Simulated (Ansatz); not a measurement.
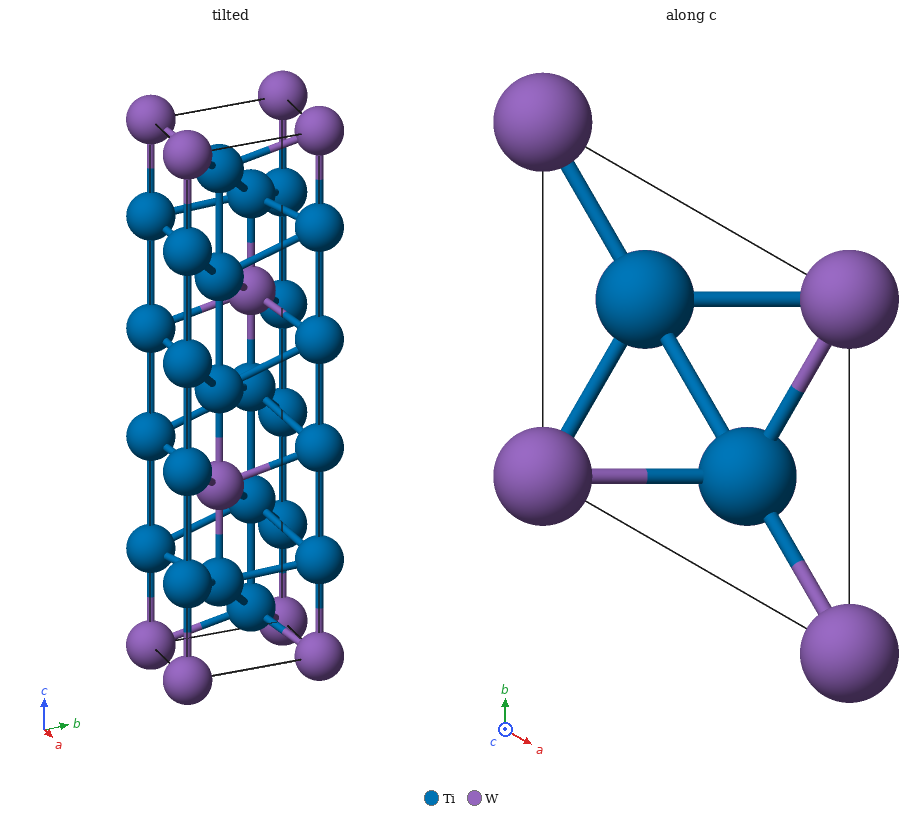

The image is a ball-and-stick drawing of a crystal, viewed slightly off an axis and along the c axis. The edges of the conventional unit cell are marked.

Ti4W, space group R-3m (No. 166), a = 4.586 Å, b = 4.586 Å, c = 13.882 Å, α = 90.00°, β = 90.00°, γ = 120.00°. The initial geometry was a structure type filled with these elements by a generator (whether the compound takes this form wasn't checked). Earlier steps of the study, as a rule a relaxation of our own, may have changed the cell and positions, so they can lie some per cent off the listed ones. An electronic-structure calculation with Ansatz was run on it.

This one geometry was computed with Ansatz (DFT, plane waves, PAW) at three levels of theory: PBEsol, r2SCAN and PBE.

Which level gives the highest pressure at this volume, and what does that say about its equilibrium volume?

Highest: PBE (0.0 GPa), which points to the largest equilibrium volume. Lowest, with the smallest volume: PBEsol (-5.2 GPa). Levels within 0.5 GPa of each other can't be told apart.

How does the band gap change with the level of theory?

All levels give a metal.

Collect the results in a table.

| level | cutoff (eV) | k-mesh of the run's cell | gap (eV) | pressure (GPa) |
| --- | --- | --- | --- | --- |
| PBEsol | 420 | 12×12×12 | metal | -5.2 |
| r2SCAN | 500 | 12×12×12 | metal | -1.4 |
| PBE | 420 | 12×12×12 | metal | 0.0 |

Gaps are taken on the k-mesh or band path of each run.
